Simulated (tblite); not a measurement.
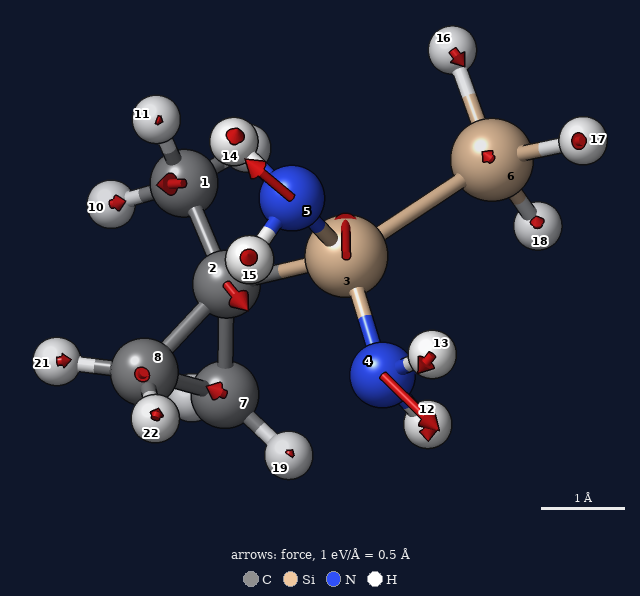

Starting geometry of C₄H₁₄N₂Si₂ with the computed forces as red arrows. Style: ball-and-stick. Shown from a free direction.

Theory: GFN2-xTB geometry optimisation, gas phase (tblite 0.8.0). 

**Is this structure relaxed? If not, where do the atoms go?**

It isn't relaxed: the largest force vector, on a Si atom, is 2.52 eV/Å. The final displacements have little in common with the starting forces (cosine between the two patterns 0.20). The atom that moves furthest after the best rigid fit is an H atom (0.72 Å). Largest moves by element: H 0.72 Å, N 0.17 Å, Si 0.15 Å, C 0.11 Å. Some distances before and after: N–Si 1.688 → 1.735 Å, H–Si 1.496 → 1.468 Å, C–Si 1.927 → 1.905 Å, Si–Si 2.333 → 2.311 Å. Among the angles between lasting bonds that change: Si–N–H 105.8° → 117.8°, N–Si–Si 116.3° → 107.0°, Si–N–H 107.5° → 116.7°. Over 87 geometry steps the energy falls by 44.7 kJ/mol. The run took 1.5 s on 1 thread of Arm Neoverse N1, on a shared host.
